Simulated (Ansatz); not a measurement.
# C3F8: what the fields show

The calculation's input:

```
crystal:
  periodic: [false, false, false]
  atoms:
    - {symbol: F, position_ang: [0.701469, -1.129037, -1.529187]}
    - {symbol: C, position_ang: [-0.365004, -0.407565, -1.215070]}
    - {symbol: F, position_ang: [-1.352911, -1.221848, -0.872255]}
    - {symbol: F, position_ang: [-0.736382, 0.292736, -2.277483]}
    - {symbol: C, position_ang: [-0.040278, 0.576642, -0.060670]}
    - {symbol: F, position_ang: [-1.139224, 1.297213, 0.188681]}
    - {symbol: F, position_ang: [0.936843, 1.390667, -0.475029]}
    - {symbol: C, position_ang: [0.414653, -0.078465, 1.269977]}
    - {symbol: F, position_ang: [0.653876, 0.879624, 2.154228]}
    - {symbol: F, position_ang: [1.523406, -0.782009, 1.090424]}
    - {symbol: F, position_ang: [-0.531047, -0.875058, 1.747083]}
basis:
  gaussian: {orbitals: def2-TZVPP}
hamiltonian: {xc: pbe0, dispersion: d4}
output: {orbitals: {seedname: orbitals}}
```

Launched as:

```sh
ansatz run in.yaml --threads 2 --pin off --events-out ev --progress --plain --max-ram 22528MiB --backend cuda --devices 0, --max-vram 18GiB
```

Geometry: PBE0-D4/def2-TZVP.

These are results of Ansatz, RKS PBE0-D4/def2-TZVPP, not measurements.

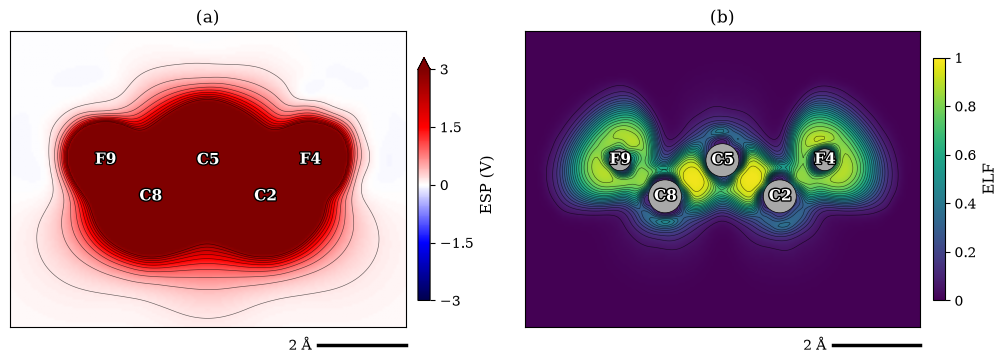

Figure 1. (a) molecular electrostatic potential; (b) electron localisation function on the plane of atoms F4, C2 and C5. Grey discs cover the atomic cores in the ELF map.

Read the bonding off the picture.

Answer.
- The section cuts through C and F sites.
- C–F (1.33 Å): the ELF peaks at about 0.85 between the atoms; a shared but strongly polarised pair.
- C–C (1.55 Å): the ELF peaks at about 1 between the atoms (a shared electron pair).
- The ELF also peaks beside F9 and F4, away from the bonds: lone-pair regions.
- The potential has no marked negative region in this plane.

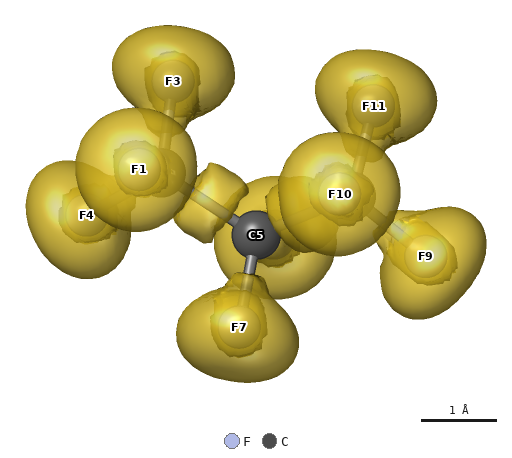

Figure 2. Isosurface of the electron localisation function at 0.75 (yellow), seen at a tilt. Core shells and regions of very low density are left out.

Describe the localisation domains.

Answer. The surface consists of two regions between bonded C–C atoms (shared pairs) and eight regions on F in which the atom's valence shell and bonds are merged.

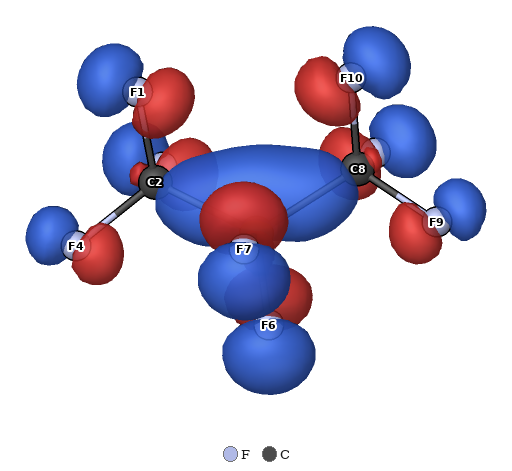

Figure 3. The HOMO−1 at ±0.15 Å⁻³ᐟ² (blue and red are the two phases), seen at a tilt.

Describe this orbital and give its energy.

Answer. It lies mainly on F6 (about 15 %), F7 (about 15 %), C5 (about 15 %), F1 (about 10 %), F3 (about 10 %), F10 (about 10 %) and F11 (about 10 %). Its energy is −12.41 eV.
